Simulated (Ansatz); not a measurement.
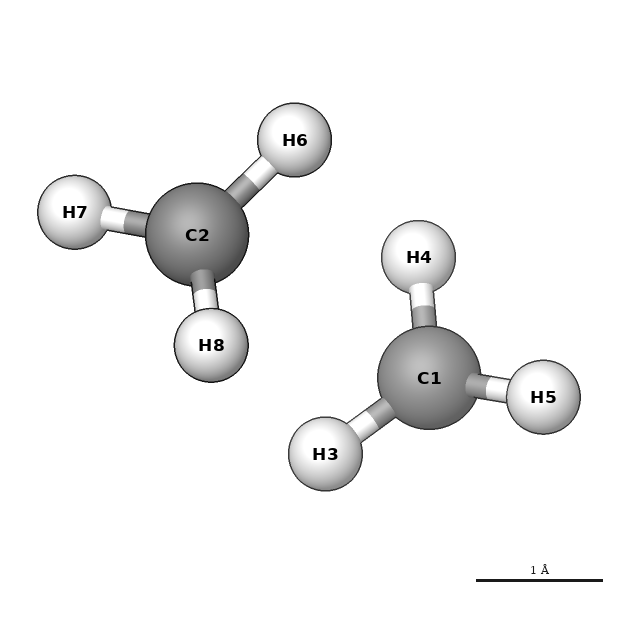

The picture comes from a calculation with Ansatz.

The atoms are numbered. Charge +1, doublet. Geometry: a fixed input geometry, not necessarily a minimum.

What are the angles H3–C1–H4, H3–C1–H5, H4–C1–H5, H6–C2–H7, H6–C2–H8, H7–C2–H8?

| angle | degrees |
| --- | --- |
| H3–C1–H4 | 122.0 |
| H3–C1–H5 | 120.0 |
| H4–C1–H5 | 115.6 |
| H6–C2–H7 | 118.5 |
| H6–C2–H8 | 123.6 |
| H7–C2–H8 | 117.8 |
